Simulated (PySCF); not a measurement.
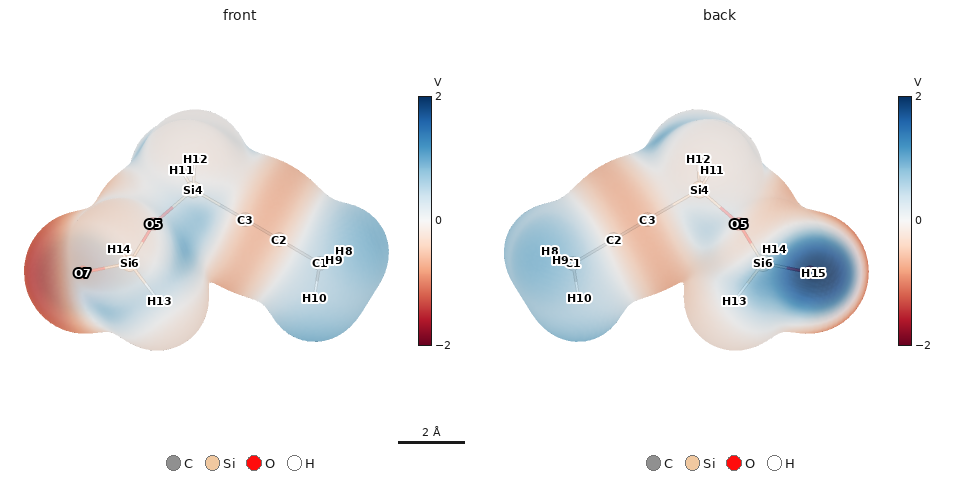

Figure. C$_{3}$H$_{8}$O$_{2}$Si$_{2}$. The electrostatic potential painted on the density surface at 0.001 e/bohr³, seen from the front and from behind; the colour scale runs from red (negative) to blue (positive).

Geometry: GFN2-xTB.

Level of theory: PySCF, PBE0/pcSseg-1, SCF density, gas phase, non-relativistic.

```xyz
15

C     2.9568   -1.8769   -0.1626
C     2.0220   -0.8065   -0.4310
C     1.2408    0.0844   -0.6528
Si    0.0333    1.4436   -0.9780
O    -1.4013    1.0673   -0.3177
Si   -2.3729    0.6158    0.8977
O    -3.8970    0.5589    0.3509
H     3.8400   -1.4841    0.3414
H     3.2630   -2.3480   -1.0966
H     2.4892   -2.6268    0.4754
H    -0.2641    1.5518   -2.4075
H     0.5079    2.6834   -0.3600
H    -1.9079   -0.6960    1.3379
H    -2.4126    1.6493    1.9173
H    -4.1016    0.1917   -0.5052
```

Question: Where is the surface potential most negative and most positive?

Answer: The most negative region (about −1.3 V) lies over O7, the most positive (about +1.9 V) over H15. O7 is the likeliest acceptor of a hydrogen bond.

Question: How polar is the molecule by this calculation?

Answer: Its dipole moment is 2.66 D.
